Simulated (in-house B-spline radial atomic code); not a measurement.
# Si⁺ in a hard spherical wall

What does confinement do to Si⁺? The free system is solved first, then the same system inside hard walls. More than one configuration is followed.

The numbers are computed with in-house B-spline radial atomic code version 1 (non-relativistic Hartree-Fock, average of configuration, point nucleus, basis-set limit), except any that are marked as measured or tabulated.

## (1) Starting point

```
element       : silicon (Z = 14)
charge        : +1
electrons     : 13
configuration : [Ne] 3s2 3p1
Hamiltonian   : non-relativistic
nucleus       : point
```

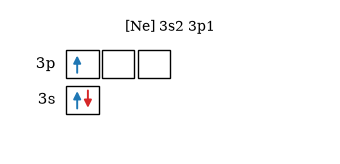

Occupation of the outer shells (arrows by Hund's rule).

The boxes draw the filling by Hund's rule, which heavy ions in jj coupling don't follow; these runs average over all states of the configuration.

The run's settings:

```ini
Z = 14
electrons = 13.0
configuration = [Ne] 3s2 3p1
hamiltonian = nr
method = hf
spin_polarised = False
```

This reference run was done before. Its total energy is -288.573131 hartree, and its levels are (the highest eight at most):

```
orbital  occupation  energy (eV)  <r> (bohr)
     1s           2     -1882.33      0.1114
     2s           2      -177.21      0.5625
     2p           6      -125.43      0.5353
     3s           2      -22.815       2.092
     3p           1      -15.942       2.470
```

## (2) Wall at 5.46 bohr, configuration [Ne] 3s2 3p1

The run's settings:

```ini
Z = 14
electrons = 13.0
configuration = [Ne] 3s2 3p1
hamiltonian = nr
method = hf
spin_polarised = False
wall_radius = 5.46
```

## (3) Wall at 2.9 bohr, configuration [Ne] 3s2 3p1

Changes to the settings of step 2:

```diff
@@ -6,2 +6,2 @@
 spin_polarised = False
-wall_radius = 5.46
+wall_radius = 2.9
```

## (4) Wall at 1.9 bohr, configuration [Ne] 3s2 3p1

Changes to the settings of step 3:

```diff
@@ -6,2 +6,2 @@
 spin_polarised = False
-wall_radius = 2.9
+wall_radius = 1.9
```

## (5) Wall at 5.46 bohr, configuration [He] 2s2 2p5 3s2 3p1 3d1

The run's settings:

```ini
Z = 14
electrons = 13.0
configuration = [He] 2s2 2p5 3s2 3p1 3d1
hamiltonian = nr
method = hf
spin_polarised = False
wall_radius = 5.46
```

## (6) Wall at 2.9 bohr, configuration [He] 2s2 2p5 3s2 3p1 3d1

Changes to the settings of step 5:

```diff
@@ -6,2 +6,2 @@
 spin_polarised = False
-wall_radius = 5.46
+wall_radius = 2.9
```

## (7) Wall at 1.9 bohr, configuration [He] 2s2 2p5 3s2 3p1 3d1

Changes to the settings of step 6:

```diff
@@ -6,2 +6,2 @@
 spin_polarised = False
-wall_radius = 2.9
+wall_radius = 1.9
```

## (8) Wall at 5.46 bohr, configuration [Ne] 3s1 3p1 3d1

The run's settings:

```ini
Z = 14
electrons = 13.0
configuration = [Ne] 3s1 3p1 3d1
hamiltonian = nr
method = hf
spin_polarised = False
wall_radius = 5.46
```

## (9) Wall at 2.9 bohr, configuration [Ne] 3s1 3p1 3d1

Changes to the settings of step 8:

```diff
@@ -6,2 +6,2 @@
 spin_polarised = False
-wall_radius = 5.46
+wall_radius = 2.9
```

## (10) Wall at 1.9 bohr, configuration [Ne] 3s1 3p1 3d1

Changes to the settings of step 9:

```diff
@@ -6,2 +6,2 @@
 spin_polarised = False
-wall_radius = 2.9
+wall_radius = 1.9
```

Before running: What do the energy and the highest level do as the wall closes in, and which configuration is lower at each radius?

As calculated:

| configuration | radius (bohr) | energy above the free system (eV) | pressure (GPa) | highest level (eV) |
| --- | --- | --- | --- | --- |
| [Ne] 3s2 3p1 | 5.46 | 0.434 | 2.04 | -15.561 (3p) |
| [Ne] 3s2 3p1 | 2.9 | 26.747 | 455 | -2.002 (3p) |
| [Ne] 3s2 3p1 | 1.9 | 162.27 | 7842 | 49.663 (3p) |
| [He] 2s2 2p5 3s2 3p1 3d1 | 5.46 | 113.11 | 4.14 | -6.336 (3d) |
| [He] 2s2 2p5 3s2 3p1 3d1 | 2.9 | 146.36 | 550 | 10.006 (3d) |
| [He] 2s2 2p5 3s2 3p1 3d1 | 1.9 | 305.69 | 9053 | 53.781 (3d) |
| [Ne] 3s1 3p1 3d1 | 5.46 | 17.386 | 5.55 | -5.254 (3d) |
| [Ne] 3s1 3p1 3d1 | 2.9 | 51.019 | 496 | 13.145 (3d) |
| [Ne] 3s1 3p1 3d1 | 1.9 | 181.35 | 7108 | 57.605 (3d) |

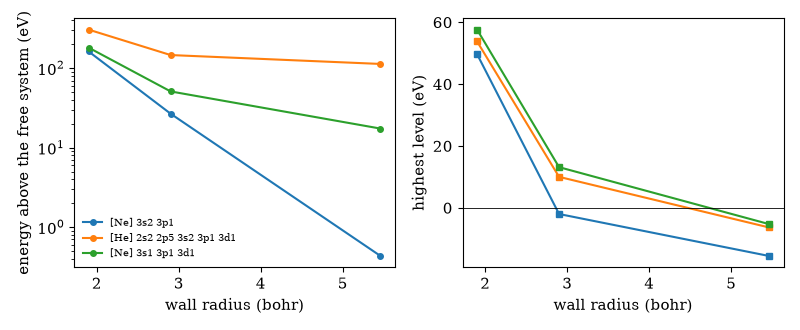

Energy above the free reference (left, logarithmic; it includes the excitation energy of the other configurations) and the highest occupied level (right).

For [Ne] 3s2 3p1 the energy above the free reference is 0.434 eV at 5.46 bohr and 162.27 eV at 1.9 bohr, where the electrons press on it with 7842 GPa. Its highest level passes zero between 2.9 and 1.9 bohr; in smaller spheres the level is positive, pushed up by confinement, and the wall keeps the electron in. Of [Ne] 3s2 3p1 and [He] 2s2 2p5 3s2 3p1 3d1, the first stays lower at every radius that both share. At 1.9 bohr the lowest of all 3 is [Ne] 3s2 3p1. A hard wall is a crude model of an atom's surroundings.
